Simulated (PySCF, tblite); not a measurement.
**C₆H₃N₂SSi radical: geometry, infrared bands and EPR parameters**

Aim: predict the infrared bands and EPR parameters of C₆H₃N₂SSi radical (`N#Cc1[c]c([SiH3])sc1C#N`).

Programs: tblite 0.8.0 and PySCF 2.14.0, with density-fitted response routines of our own. Each step states its level of theory. These are calculated values for one molecule in the gas phase, unless marked as measured. Atoms are numbered from 0 throughout.

### 1 The molecule as given

13 atoms, charge 0, multiplicity 2; geometry from: force field or distance geometry start.

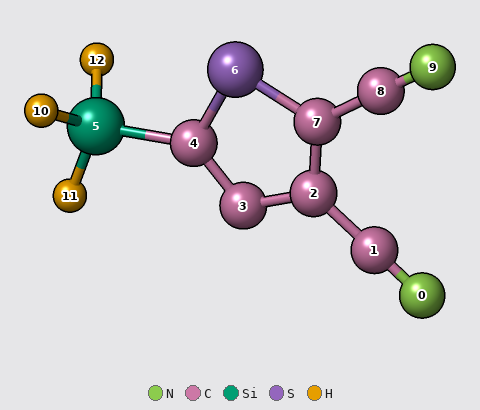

As it starts; nitrogen green, carbon pink, silicon teal, sulfur purple, hydrogen amber, atoms numbered.

### 2 Relaxing the molecule with GFN2-xTB

The job: settings as JSON, then the geometry in Å.

```
{"job": {"kind": "relax", "xc": "GFN2-xTB", "basis": "xTB"}, "charge": 0, "multiplicity": 2}
N     -3.351900     2.068500    -0.544800
C     -2.430300     1.411000    -0.385200
C     -1.263500     0.582900    -0.164300
C      0.057500     1.080900    -0.221900
C      1.010900     0.103700     0.023700
Si     2.864600     0.163100     0.073600
S      0.263800    -1.415600     0.287200
C     -1.306400    -0.761300     0.104400
C     -2.485800    -1.570400     0.215400
N     -3.453800    -2.214400     0.310400
H      3.339300    -0.263200     1.416200
H      3.322500     1.549200    -0.181000
H      3.428900    -0.733900    -0.951600
```

Run with:

```bash
OMP_NUM_THREADS=1 python probes_run.py task.json out
```

One launch serves the whole session: the jobs run in the order shown.

What it wrote:

```text
step      E/eV     max force
  0    -679.92205    2.542
  1    -680.02690    5.220
  2    -680.06089    3.454
  3    -680.15738    0.846
  4    -680.16974    0.616
  5    -680.16934    0.857
  6    -680.17665    0.166
  7    -680.17842    0.130
  8    -680.18106    0.161
  9    -680.18259    0.149
 10    -680.18368    0.078
 11    -680.18429    0.102
 12    -680.18496    0.110
 13    -680.18559    0.075
 14    -680.18601    0.046
 15    -680.18623    0.038
 16    -680.18644    0.050
 17    -680.18679    0.074
 18    -680.18728    0.075
 19    -680.18778    0.058
 20    -680.18814    0.038
 21    -680.18840    0.054
 22    -680.18866    0.061
 23    -680.18894    0.046
 24    -680.18924    0.052
 25    -680.18957    0.057
 26    -680.18998    0.082
 27    -680.19042    0.087
 28    -680.19070    0.049
 29    -680.19080    0.020
 30    -680.19083    0.014
 31    -680.19085    0.016
 32    -680.19086    0.013
 33    -680.19087    0.007
```

Wall time 0.9 s (1 thread of Intel Xeon at 2.50GHz, shared host); peak memory 0.18 GiB.

The steps of the relaxation: (not every step is listed)

| step | energy from step 0 (eV) | largest force (eV/Å) |
| --- | --- | --- |
| 0 | 0.0000 | 2.5425 |
| 1 | -0.1048 | 5.2203 |
| 2 | -0.1388 | 3.4537 |
| 3 | -0.2353 | 0.8459 |
| 4 | -0.2477 | 0.6165 |
| 5 | -0.2473 | 0.8568 |
| 6 | -0.2546 | 0.1663 |
| 7 | -0.2564 | 0.1300 |
| 8 | -0.2590 | 0.1607 |
| 10 | -0.2616 | 0.0784 |
| 12 | -0.2629 | 0.1101 |
| 14 | -0.2640 | 0.0464 |
| 16 | -0.2644 | 0.0497 |
| 18 | -0.2652 | 0.0747 |
| 20 | -0.2661 | 0.0384 |
| 22 | -0.2666 | 0.0608 |
| 24 | -0.2672 | 0.0521 |
| 26 | -0.2679 | 0.0825 |
| 28 | -0.2686 | 0.0488 |
| 29 | -0.2687 | 0.0199 |
| 30 | -0.2688 | 0.0142 |
| 31 | -0.2688 | 0.0164 |
| 32 | -0.2688 | 0.0128 |
| 33 | -0.2688 | 0.0071 |

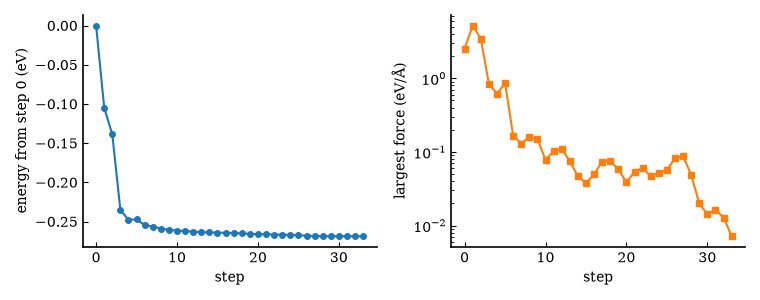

Energy and force, step by step.

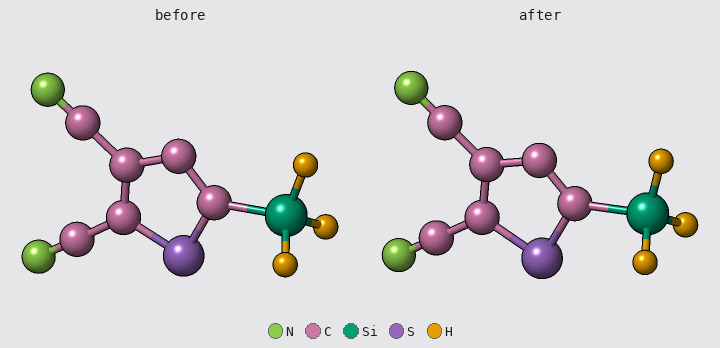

The geometry before (left) and after (right).

Distances of close pairs at the start and the end, largest changes first:

| bond | before (Å) | after (Å) | change (Å) |
| --- | --- | --- | --- |
| C4–S6 | 1.713 | 1.777 | +0.064 |
| C3–C4 | 1.387 | 1.328 | -0.059 |
| C1–C2 | 1.448 | 1.405 | -0.043 |
| C7–C8 | 1.435 | 1.395 | -0.040 |
| C4–Si5 | 1.855 | 1.886 | +0.030 |
| S6–C7 | 1.711 | 1.739 | +0.028 |
| Si5–H10 | 1.486 | 1.462 | -0.024 |
| Si5–H11 | 1.482 | 1.458 | -0.024 |

The end geometry stands in the next job.

### 3 Vibrational analysis with GFN2-xTB

The job: settings as JSON, then the geometry in Å.

```
{"job": {"kind": "ir", "xc": "GFN2-xTB", "basis": "xTB"}, "charge": 0, "multiplicity": 2}
N     -3.264366     2.115854    -0.553686
C     -2.375179     1.414789    -0.377678
C     -1.265511     0.579769    -0.166900
C      0.079106     0.969330    -0.193216
C      1.025051     0.063685     0.025477
Si     2.904954     0.202473     0.071210
S      0.228233    -1.499362     0.308909
C     -1.343384    -0.784123     0.103988
C     -2.502908    -1.551653     0.212808
N     -3.451860    -2.191017     0.303640
H      3.331526    -0.225922     1.402558
H      3.205483     1.603849    -0.197135
H      3.424468    -0.697184    -0.957703
```

What it wrote:

```text
mode    cm-1     km/mol
  1      29.6      0.03
  2      73.3      1.58
  3      92.2      3.13
  4     105.1      0.73
  5     113.5      1.53
  6     191.2     11.02
  7     197.6      5.45
  8     338.6     11.55
  9     355.6      0.07
 10     426.6      0.28
 11     429.8      7.59
 12     469.1      5.77
 13     505.1     18.29
 14     506.4      5.98
 15     522.7     28.89
 16     560.5     74.24
 17     601.7      0.01
 18     634.8     22.60
 19     678.6     15.40
 20     745.9    150.84
 21     769.3    209.20
 22     778.4    415.06
 23     860.3    167.66
 24     935.8      8.12
 25    1144.6      8.69
 26    1320.8     30.66
 27    1439.0     23.07
 28    1553.7     84.60
 29    2284.5    323.92
 30    2286.2    117.55
 31    2321.7    258.98
 32    2345.6    214.59
 33    2370.6    227.42
```

Wall time 1.8 s (1 thread of Intel Xeon at 2.50GHz, shared host); peak memory 0.18 GiB.

Which atoms move in the most intense modes:

| cm⁻¹ | km/mol | atoms |
| --- | --- | --- |
| 746 | 150.8 | H11 59 %, H10 19 %, H12 18 % |
| 769 | 209.2 | H12 38 %, H10 38 %, H11 19 % |
| 778 | 415.1 | H10 37 %, H12 37 %, H11 18 % |
| 860 | 167.7 | C4 62 %, C3 19 %, Si5 12 % |
| 2284 | 323.9 | H12 50 %, H10 46 % |
| 2322 | 259.0 | H11 95 % |
| 2346 | 214.6 | C8 60 %, N9 39 % |
| 2371 | 227.4 | C1 60 %, N0 39 % |

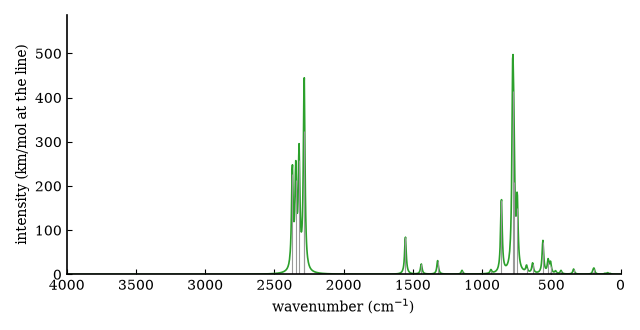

The infrared spectrum from these modes, unscaled. Lines are broadened to a width of 14 cm⁻¹ (Lorentzian).

### 4 g tensor and hyperfine couplings: B3LYP/pcH-1

Same as in step 3 but for these lines:

```diff
@@ -1,2 +1,2 @@
-{"job": {"kind": "ir", "xc": "GFN2-xTB", "basis": "xTB"}, "charge": 0, "multiplicity": 2}
+{"job": {"kind": "epr", "basis": "pcH-1"}, "charge": 0, "multiplicity": 2}
 N     -3.264366     2.115854    -0.553686
```

Level: UKS B3LYP, pcH-1 on C H N S Si, non-relativistic, mean-field spin-orbit, GIAO.

What it wrote:

```text
UKS, coarse grid
  cycle   1  E = -1027.41134469  |g| = 4.72e-01
  cycle   2  E = -1026.87817765  |g| = 1.17e+00
  cycle   3  E = -1027.51178152  |g| = 1.10e-01
  cycle   4  E = -1027.51376102  |g| = 8.19e-02
  cycle   5  E = -1027.51737790  |g| = 2.44e-02
  cycle   6  E = -1027.51768698  |g| = 8.08e-03
  cycle   7  E = -1027.51772332  |g| = 3.97e-03
  cycle   8  E = -1027.51773334  |g| = 2.70e-03
  cycle   9  E = -1027.51773843  |g| = 1.10e-03
  cycle  10  E = -1027.51774157  |g| = 4.92e-04
UKS, final grid
  cycle   1  E = -1027.51772335  |g| = 5.85e-04
  cycle   2  E = -1027.51772320  |g| = 1.08e-03
  cycle   3  E = -1027.51772376  |g| = 2.63e-04
  cycle   4  E = -1027.51772383  |g| = 1.71e-04
  cycle   5  E = -1027.51772393  |g| = 1.69e-04
  cycle   6  E = -1027.51772396  |g| = 3.80e-05
  cycle   7  E = -1027.51772396  |g| = 1.92e-05
E = -1027.51772396 Eh   <S^2> = 0.7578 (exact 0.7500)
g shifts (ppm)      1          2          3
  rmc          -181       -181       -181
  gc             16        -11         15
  oz_so       -2413      -1435        109
  total       -2578      -1627        -57
hyperfine (MHz)  atom isotope    a_iso     a_fc   dipolar eigenvalues
    0   14N      -0.32      -0.32     -0.69     -0.10      0.79
    1   13C       9.54       9.55     -1.53     -0.92      2.45
    2   13C      47.98      47.94    -10.61     -3.57     14.18
    3   13C     453.86     454.30    -76.11    -59.55    135.65
    4   13C      79.88      79.93    -12.52     -1.58     14.10
    5  29Si     -24.33     -24.36     -5.62      2.75      2.88
    6   33S       6.56       6.59    -13.71    -13.62     27.32
    7   13C      62.31      62.32     -3.05     -0.29      3.35
    8   13C       2.26       2.26     -1.37     -0.93      2.31
    9   14N       0.47       0.46     -0.84     -0.20      1.04
   10    1H      -0.65      -0.65     -1.19     -1.09      2.29
   11    1H      -1.42      -1.42     -2.59     -2.19      4.78
   12    1H      -0.65      -0.65     -1.19     -1.09      2.29
```

It took 4.3 min on 1 thread of Intel Xeon at 2.50GHz, shared host; peak memory 1.1 GiB.

Principal g values 1.99974, 2.00069, 2.00226; g(iso) = 2.00090, against 2.00232 for a free electron.

Mean a(iso) over the nuclei that a row names, and the largest dipolar term of the row (other rows stand at the frozen geometry):

```
       nuclei  isotope  a(iso) (MHz)  a(iso) (G, at g = 2.0023)  largest dipolar term (MHz)
           C3      13C         453.9                      161.9                       135.7
           C4      13C          79.9                       28.5                        14.1
           C7      13C          62.3                       22.2                         3.3
           C2      13C          48.0                       17.1                        14.2
          Si5     29Si         -24.3                       -8.7                        -5.6
           C1      13C           9.5                        3.4                         2.5
           S6      33S           6.6                        2.3                        27.3
           C8      13C           2.3                        0.8                         2.3
H10, H11, H12       1H          -0.9                       -0.3                         4.8
           N9      14N           0.5                        0.2                         1.0
           N0      14N          -0.3                       -0.1                         0.8
```

Mulliken spin populations:

N0 -0.01; C1 0.01; C2 -0.05; C3 0.98; C4 -0.11; Si5 0.02; S6 0.11; C7 0.04; C8 -0.01; N9 0.02; H10 0.00; H11 0.00; H12 0.00

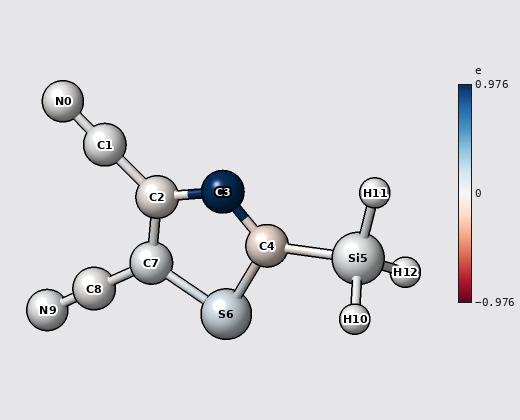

Mulliken spin populations, as colours on the atoms.

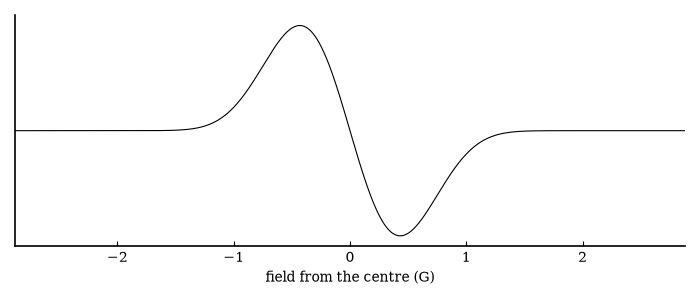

First-order isotropic spectrum (first derivative, main isotopes with spin only, couplings over 0.8 MHz, Gaussian width 0.3 G; couplings of the frozen geometry, rotation of groups not averaged beyond the rows shown).

The fields below are evaluated on a grid from the run's orbitals.

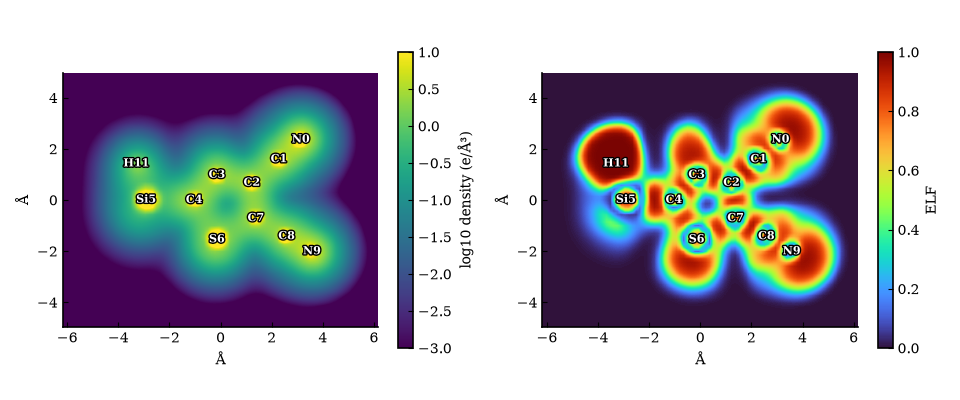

Density (left) and ELF (right) in a plane through or near 11 of the atoms.

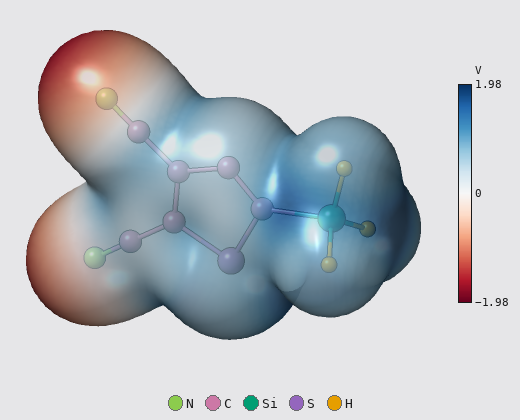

Electrostatic potential on the surface of density 0.002 e/bohr³; red is low, blue high. It runs, from the 1st to the 99th percentile, from -1.53 V near N0 to 1.98 V near H12.

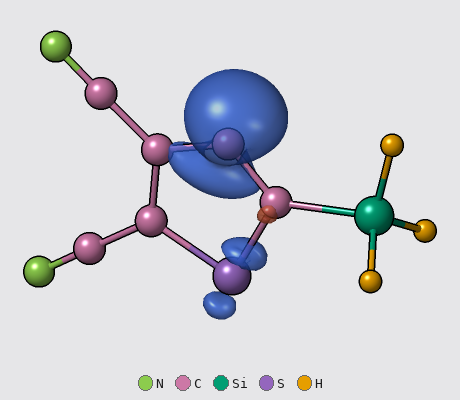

Spin density at ±0.05 e/Å³ (alpha excess blue, beta excess red).

### 5 What came out

| quantity | value |
| --- | --- |
| strongest single infrared mode (GFN2-xTB) | 778 cm⁻¹, 415 km/mol |
| zero-point energy (GFN2-xTB) | 40.0 kcal/mol |
| g(iso) (B3LYP) | 2.00090 |
| ⟨S²⟩ | 0.758 (exact 0.75) |
| largest a(iso) (averaged by class) | 13C on C3, 453.9 MHz |
| surface potential, 1st and 99th percentile | -1.53 V and 1.98 V |

What this shows: The optimisation took 33 steps and gained 0.269 eV; among the close pairs (by a distance rule), C4–S6 changed most, from 1.713 to 1.777 Å. No mode is imaginary among the 33: a minimum at this level. The strongest single mode, at 778 cm⁻¹, moves mainly H10 and H12. Unscaled tight-binding wavenumbers are off by several per cent, some by more. Its intensities can rank the bands wrongly. C3 carries the largest spin population, 0.98 e. The isotropic g lies 1.4 ppt below the free-electron value.
